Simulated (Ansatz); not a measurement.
The calculation's input:

```
crystal:
  lattice:
    - [4.3154489, 0.0, 0.0]
    - [0.0, 4.3154489, 0.0]
    - [0.0, 0.0, 18.4443234]
  atoms:
    - { symbol: Zn, position: [0.0, 0.0, 0.0] }
    - { symbol: Cd, position: [0.0, 0.0, 0.671348] }
    - { symbol: Cd, position: [0.5, 0.5, 0.842682] }
    - { symbol: Cd, position: [0.5, 0.5, 0.157318] }
    - { symbol: Cd, position: [0.0, 0.0, 0.328652] }
    - { symbol: Cd, position: [0.5, 0.5, 0.5] }
    - { symbol: Se, position: [0.5, 0.0, 0.757015] }
    - { symbol: Se, position: [0.0, 0.5, 0.928696] }
    - { symbol: Se, position: [0.5, 0.0, 0.071304] }
    - { symbol: Se, position: [0.0, 0.5, 0.242985] }
    - { symbol: Se, position: [0.5, 0.0, 0.414326] }
    - { symbol: Se, position: [0.0, 0.5, 0.585674] }
basis:
  ecutwfc: 420
kpoints:
  mp_grid: { grid: [8, 8, 2] }
hamiltonian:
  xc: pbe
scf:
  occupations: { method: fixed }
output:
  forces: true
  stress: true
  eigenvalues: true
  write_density: true
  write_potential: true
  elf: true
  volumetric_format: npy
relax:
  adjacent_minimum: "off"
  f_tol: 0.001
  max_steps: 60
  cell: { stress_tol: 0.01 }
```

Launched as:

```sh
ansatz run input.yaml --threads 4 --pin off --max-ram 8192MiB --backend cpu --events-out ev --progress --plain --runs-dir out
```

Below, planes, directions and counts refer to the conventional cell (a = 4.32 Å, b = 4.32 Å, c = 18.45 Å, α = 90.00°, β = 90.00°, γ = 90.00°).

Space group P-4m2; a structure generated by program, which may or may not match a known phase.

Computed with Ansatz 0.2.0, DFT PBE, scalar-relativistic, plane waves, PAW.

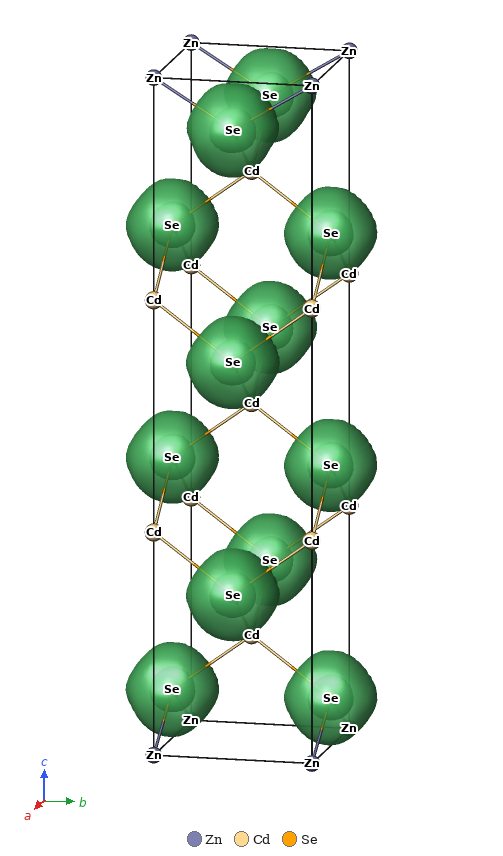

ZnCd5Se6. Isosurface of the ELF at 0.7 (green), seen slightly off an axis. Only the valence region is drawn (cores and ρ < 0.01 e/Å³ removed). Sticks mark near contacts.

Core electrons are frozen (PAW), and the valence fields are smoothed inside the atomic spheres.

Question: Where are the electrons localised?

Answer: At this value the surface marks out six regions wrapped around Se (the valence shell of each), counted in one cell of 12 atoms. Any copies at cell faces, edges or corners count once. Along the contacts the grid gives the following. Zn–Se (2.53 Å): the ELF is about 0.60 at the midpoint. Cd–Se (2.67 Å): the ELF is about 0.40 at the midpoint and 0.15 at its lowest between the atoms.
